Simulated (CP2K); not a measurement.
# Pade/SZV-MOLOPT-SR-GTH (core potential) run of H2S2 (SMILES SS)

Aim: the energy change on altering one bond length of H2S2 at Pade/SZV-MOLOPT-SR-GTH (core potential), from 2 runs. 

Program for the calculation: CP2K 2026.2.

3 further runs of the same task are left out: 1 that didn't finish, 2 set aside as unsound or not needed.

### 1 The molecule

H2S2: 4 atoms, total charge 0, spin state singlet. As SMILES, `SS`. The shape is that of a PBE0-D4/def2-TZVP optimisation.

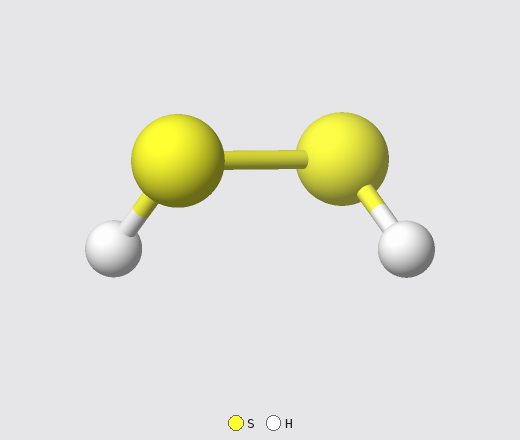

Viewed from a chosen angle; sulfur yellow, hydrogen white.

### 2 The energy at Pade/SZV-MOLOPT-SR-GTH (core potential)

molecule.xyz

```xyz
4

S      0.784480    -0.789210     0.166690
S      0.060220     1.121560     0.067360
H     -0.225420    -1.352590     0.856880
H     -0.619290     1.020250    -1.090950
```

job.inp

```
&GLOBAL
 PROJECT job
 RUN_TYPE ENERGY
 PRINT_LEVEL MEDIUM
&END GLOBAL

&FORCE_EVAL
 METHOD QUICKSTEP
 &DFT
  BASIS_SET_FILE_NAME BASIS_MOLOPT
  POTENTIAL_FILE_NAME GTH_POTENTIALS
  &QS
   METHOD GPW
   EPS_DEFAULT 1.0E-10
  &END QS
  &MGRID
   CUTOFF 400
   REL_CUTOFF 50
   NGRIDS 4
  &END MGRID
  &POISSON
   PERIODIC NONE
   POISSON_SOLVER MULTIPOLE
  &END POISSON
  &SCF
   SCF_GUESS ATOMIC
   EPS_SCF 1.0E-06
   MAX_SCF 100
   ADDED_MOS 10
   &DIAGONALIZATION
    ALGORITHM STANDARD
   &END DIAGONALIZATION
   &MIXING
    METHOD DIRECT_P_MIXING
    ALPHA 0.4
   &END MIXING
  &END SCF
  &XC
   &XC_FUNCTIONAL PADE
   &END XC_FUNCTIONAL
  &END XC
  &PRINT
   &MOMENTS
    PERIODIC F
    REFERENCE COM
    MAX_MOMENT 1
   &END MOMENTS
   &MO ON
    ENERGIES T
    OCCUPATION_NUMBERS T
    NDIGITS 6
    &EACH
     QS_SCF 0
    &END EACH
    ADD_LAST NUMERIC
   &END MO
   &HIRSHFELD OFF
   &END HIRSHFELD
  &END PRINT
 &END DFT
 &SUBSYS
  &CELL
   ABC 8.4 9.5 8.9
   PERIODIC NONE
  &END CELL
  &TOPOLOGY
   COORD_FILE_NAME molecule.xyz
   COORD_FILE_FORMAT XYZ
   &CENTER_COORDINATES
   &END CENTER_COORDINATES
  &END TOPOLOGY
  &KIND S
   BASIS_SET SZV-MOLOPT-SR-GTH-q6
   POTENTIAL GTH-PADE-q6
  &END KIND
  &KIND H
   BASIS_SET SZV-MOLOPT-SR-GTH-q1
   POTENTIAL GTH-PADE-q1
  &END KIND
 &END SUBSYS
&END FORCE_EVAL
```

Started as:

```console
OMP_NUM_THREADS=1 cp2k.psmp job.inp > job.out
```

The log of the run:

```text
CP2K| version string:                                       CP2K version 2026.2
[...]
 GLOBAL| Method name                                                        CP2K
[...]
 GLOBAL| Run type                                                         ENERGY
[...]
 *** WARNING in qs_environment.F:2210 :: More added MOs requested than     ***
 *** available. The full set of unoccupied MOs will be used. Use           ***
 *** 'ADDED_MOS -1' to always use all available MOs and to get rid of this ***
[...]
 DFT| Spin restricted Kohn-Sham (RKS) calculation                            RKS
 DFT| Multiplicity                                                             1
[...]
 DFT| Charge                                                                   0
[...]
 FUNCTIONAL| PADE:
 QS| Method:                                                                 GPW
[...]
 QS| Density cutoff [a.u.]:                                                200.0
[...]
 QS| Relative density cutoff [a.u.]:                                        25.0
[...]
                             - Atoms:                                          4
[...]
                             - Spherical basis functions:                     10
[...]
 Number of electrons:                                                         14
[...]
     1 P_Mix/Diag. 0.40E+00    0.2     0.64292164       -20.9265418753 -2.09E+01
[...]
    11 DIIS/Diag.  0.92E-07    0.2     0.00000010       -21.2440200600 -1.75E-10
  *** SCF run converged in    11 steps ***
[...]
  Overlap energy of the core charge distribution:               0.00000021197644
  Self energy of the core charge distribution:                -51.18005507897505
  Core Hamiltonian energy:                                     13.77976199236797
  Hartree energy:                                              21.60146111287668
  Exchange-correlation energy:                                 -5.44518829826264
  Total energy:                                               -21.24402006001660
[...]
                     Mulliken Population Analysis
 #  Atom  Element  Kind  Atomic population                           Net charge
       1     S        1          6.007541                             -0.007541
       2     S        1          6.007493                             -0.007493
       3     H        2          0.992428                              0.007572
       4     H        2          0.992539                              0.007461
 # Total charge                             14.000000                 -0.000000
[...]
  Dipole moment [Debye]
    X= -0.1146256E+01 Y= -0.4517929E+00 Z= -0.3169164E+00  Total=      1.2721854
 ENERGY| Total FORCE_EVAL ( QS ) energy [hartree]            -21.244020060016595
[...]
```

Wall time 3.3 s (1 thread of Arm Neoverse V2, shared host); peak memory 0.57 GiB.

### 3 The distorted shape at the same level

calc.inp

```
&GLOBAL
  PROJECT calc
  RUN_TYPE ENERGY
  PRINT_LEVEL MEDIUM
&END

&FORCE_EVAL
  METHOD QUICKSTEP
  &DFT
    BASIS_SET_FILE_NAME BASIS_MOLOPT
    POTENTIAL_FILE_NAME GTH_POTENTIALS
    CHARGE 0
    MULTIPLICITY 1
    &QS
      METHOD GPW
      EPS_DEFAULT 1.0E-10
    &END
    ! plane-wave cutoff in Ry
    &MGRID
      CUTOFF 400
      REL_CUTOFF 50
      NGRIDS 4
    &END
    ! no periodic images
    &POISSON
      PERIODIC NONE
      POISSON_SOLVER MULTIPOLE
    &END
    &SCF
      SCF_GUESS ATOMIC
      EPS_SCF 1.0E-06
      MAX_SCF 40
      &OT ON
        MINIMIZER CG
        PRECONDITIONER FULL_ALL
      &END
      &OUTER_SCF
        EPS_SCF 1.0E-06
        MAX_SCF 5
      &END
    &END
    &XC
      &XC_FUNCTIONAL PADE
      &END
    &END
    &PRINT
      &MOMENTS
        PERIODIC F
        REFERENCE COM
        MAX_MOMENT 1
      &END
      &MO_CUBES
        NLUMO 5
        NHOMO -1
        WRITE_CUBE F
      &END
      &HIRSHFELD OFF
      &END
    &END
  &END
  &SUBSYS
    ! box in angstrom
    &CELL
      ABC [angstrom] 8.9 9.5 9.9
      PERIODIC NONE
    &END
    &COORD
      S      5.423686     4.076305     5.697044
      S      4.699426     5.987075     5.597714
      H      4.413786     3.512925     6.387234
      H      3.476314     5.804718     3.512766
    &END
    &KIND S
      BASIS_SET SZV-MOLOPT-SR-GTH-q6
      POTENTIAL GTH-PADE-q6
    &END
    &KIND H
      BASIS_SET SZV-MOLOPT-SR-GTH-q1
      POTENTIAL GTH-PADE-q1
    &END
  &END
&END
```

Started as:

```console
OMP_NUM_THREADS=1 cp2k.psmp -i calc.inp -o calc.out
```

The log of the run:

```text
CP2K| version string:                                       CP2K version 2026.2
[...]
 GLOBAL| Method name                                                        CP2K
[...]
 GLOBAL| Run type                                                         ENERGY
[...]
 DFT| Spin restricted Kohn-Sham (RKS) calculation                            RKS
 DFT| Multiplicity                                                             1
[...]
 DFT| Charge                                                                   0
[...]
 FUNCTIONAL| PADE:
 QS| Method:                                                                 GPW
[...]
 QS| Density cutoff [a.u.]:                                                200.0
[...]
 QS| Relative density cutoff [a.u.]:                                        25.0
[...]
                             - Atoms:                                          4
[...]
                             - Spherical basis functions:                     10
[...]
 Number of electrons:                                                         14
[...]
     1 OT CG       0.15E+00    0.2     0.55535951       -20.2458910880 -2.02E+01
[...]
    24 OT CG       0.75E-01    0.2     0.00000073       -21.1011269693 -4.02E-12
  *** SCF run converged in    24 steps ***
[...]
  Overlap energy of the core charge distribution:               0.00000010635110
  Self energy of the core charge distribution:                -51.18005507897505
  Core Hamiltonian energy:                                     13.79763034122749
  Hartree energy:                                              21.63635984452647
  Exchange-correlation energy:                                 -5.35506218247583
  Total energy:                                               -21.10112696934582
[...]
                     Mulliken Population Analysis
 #  Atom  Element  Kind  Atomic population                           Net charge
       1     S        1          5.940230                              0.059770
       2     S        1          6.019494                             -0.019494
       3     H        2          0.979775                              0.020225
       4     H        2          1.060501                             -0.060501
 # Total charge                             14.000000                  0.000000
[...]
  Dipole moment [Debye]
    X= -0.1907464E+00 Y= -0.1068249E+01 Z=  0.9696108E+00  Total=      1.4552271
[...]
 HOMO - LUMO gap [eV] :    1.439841
 ENERGY| Total FORCE_EVAL ( QS ) energy [hartree]            -21.101126969345820
[...]
```

It took 10 s on 1 thread of Arm Neoverse V2, shared host; peak memory 0.62 GiB.

### 4 Results

Level: Pade/SZV-MOLOPT-SR-GTH (core potential).

```
                                                         quantity         value
                                        first shape: total energy  -21.24402 Eh
                                       first shape: dipole moment        1.27 D
                                         first shape: HOMO energy      -2.02 eV
                                         first shape: LUMO energy       3.25 eV
                                       first shape: HOMO–LUMO gap       5.27 eV
                                    distorted shape: total energy  -21.10113 Eh
                                   distorted shape: dipole moment        1.46 D
                                     distorted shape: HOMO energy      -1.69 eV
                                     distorted shape: LUMO energy      -0.25 eV
                                   distorted shape: HOMO–LUMO gap       1.44 eV
energy change with the S2–H4 bond stretched from 1.347 to 2.424 Å      3.888 eV
```

**Reading.** One bond (distorted shape) is far stretched, which a spin-restricted single reference describes badly; a broken-symmetry solution may lie lower. With the S2–H4 bond stretched from 1.347 to 2.424 Å the energy rises by 3.89 eV (90 kcal/mol). The first shape isn't relaxed at this level, so the change isn't measured from a minimum. A restricted reference can't describe the breaking bond well at this length. The minimal basis adds a large error of its own.
